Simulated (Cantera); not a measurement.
Charge: 1 mol LiOH, 4.3 mol H2O, held at 1448.15 K.

These are equilibrium values from Cantera (NASA tables, ideal gas, pure condensed phases), not measurements of a reactor. Candidate condensed phases: H2O, Li, LiH, LiOH, Li2O; 17 gas species. The numbers say what is thermodynamically allowed, not how fast it happens.

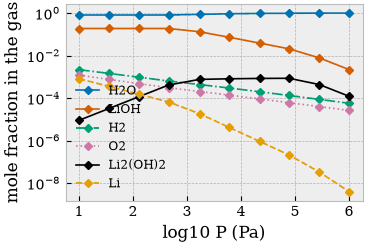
Fig. 1. Equilibrium gas composition (values under 1e-9 drawn at 1e-9)

From 10.0 Pa to 4.60 mbar nothing is condensed. From 17.0 mbar to 0.770 bar the condensed part is Li2O(s). From 2.80 bar to 10.0 bar the condensed part is LiOH(l). The main Li-bearing gas is LiOH throughout.
